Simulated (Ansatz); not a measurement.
CH4AlFO2 (SMILES [OH][AlH][O]CF)

Input file:

```
crystal:
  periodic: [false, false, false]
  atoms:
    - { symbol: O, position_ang: [-0.1216, 1.4916, 1.9637] }
    - { symbol: Al, position_ang: [0.7543, 0.2346, 1.048] }
    - { symbol: O, position_ang: [-0.1876, -1.1621, 0.232] }
    - { symbol: C, position_ang: [-0.4318, -0.7993, -1.0706] }
    - { symbol: F, position_ang: [-1.1823, -1.8723, -1.6632] }
    - { symbol: H, position_ang: [-0.3789, 2.231, 1.2604] }
    - { symbol: H, position_ang: [2.3745, 0.329, 0.9338] }
    - { symbol: H, position_ang: [0.4384, -0.5911, -1.6884] }
    - { symbol: H, position_ang: [-1.1766, 0.0923, -1.0328] }
basis:
  gaussian: { orbitals: "6-31G*" }
hamiltonian:
  xc: pbe
  dispersion: d4
relax:
  f_tol: 0.015
  max_steps: 40
output:
  orbitals: {}
```

Command:

```sh
ansatz run input.yaml --threads 1 --pin off --max-ram 2048MiB --backend cpu --events-out ev --progress --plain --runs-dir out
```

The fields are those of the relaxed geometry.

Method: RKS PBE-D4/6-31G* in Ansatz 0.2.0.

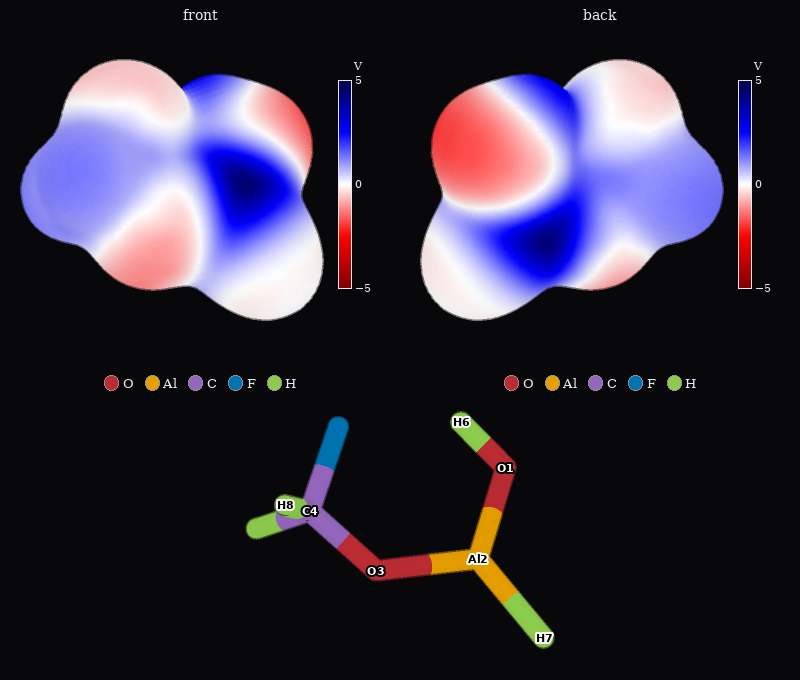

Figure 1. The electrostatic potential painted on the density surface at 0.004 e/bohr³, seen from the front and from behind; red is negative and blue positive. The bare structure is drawn below in the same view.

Question: Describe the electrostatic potential map.

Answer: The most negative region (about −1.9 V) lies over O1, the most positive (about +4.3 V) over Al2. O1 is the likeliest acceptor of a hydrogen bond.

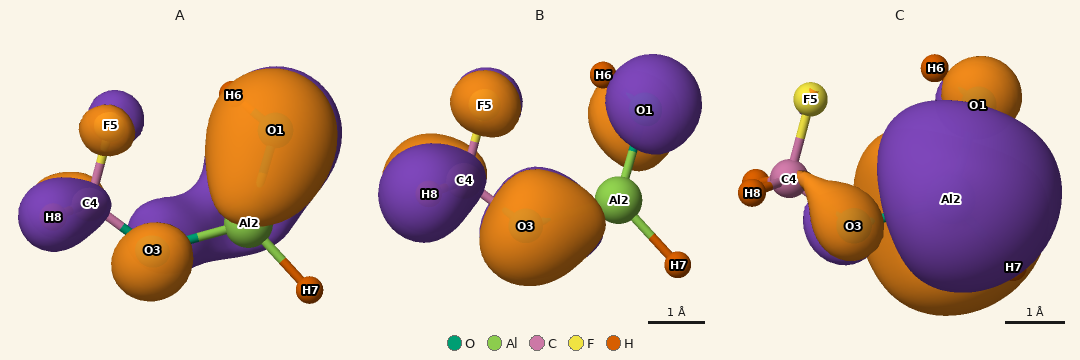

Figure 2. Three frontier orbitals at ±0.08 Å⁻³ᐟ² (orange and purple are the two phases), in no order.

Question: Which picture is the HOMO−1, the HOMO and the LUMO?

Answer: A is the HOMO−1 (−7.27 eV). By Hirshfeld shares it lies mainly on O1 (about 65 %), Al2 (about 15 %) and O3 (about 5 %). B is the HOMO (−6.64 eV). By Hirshfeld shares it lies mainly on O3 (about 40 %), O1 (about 20 %), C4 (about 10 %), H9 (about 5 %), H8 (about 5 %) and F5 (about 5 %). C is the LUMO (−0.95 eV). It lies mainly on Al2 (about 75 %), O1 (about 10 %) and O3 (about 10 %).

Question: What is the HOMO–LUMO gap?

Answer: 5.69 eV between the orbital energies.

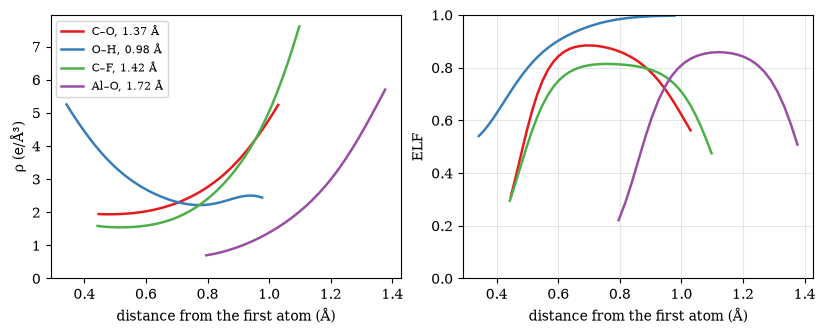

Figure 3. Total electron density and electron localisation function along straight lines between neighbouring atoms. The curves leave out the atomic cores.

Question: What can be read from the curves?

Answer: C–O (1.37 Å): ρ is about 2.2 e/Å³ halfway, with its minimum of 1.9 e/Å³ about 0.5 Å from C; the ELF peaks at about 0.90 between the atoms; a polar covalent bond.
O–H (0.98 Å): the density is about 3.5 e/Å³ at the midpoint; the ELF climbs to about 1 towards the hydrogen, as it does in any bond to H (an ordinary covalent bond to hydrogen).
C–F (1.42 Å): the density is about 1.9 e/Å³ at the midpoint, with its minimum of 1.5 e/Å³ about 0.5 Å from C; the ELF peaks at about 0.80 between the atoms: a polar covalent bond.
Al–O (1.72 Å): ρ at the midpoint is about 0.83 e/Å³; the ELF peaks at about 0.85 in the valence shell of O, 0.6 Å from its nucleus, and is about 0.45 at the midpoint.
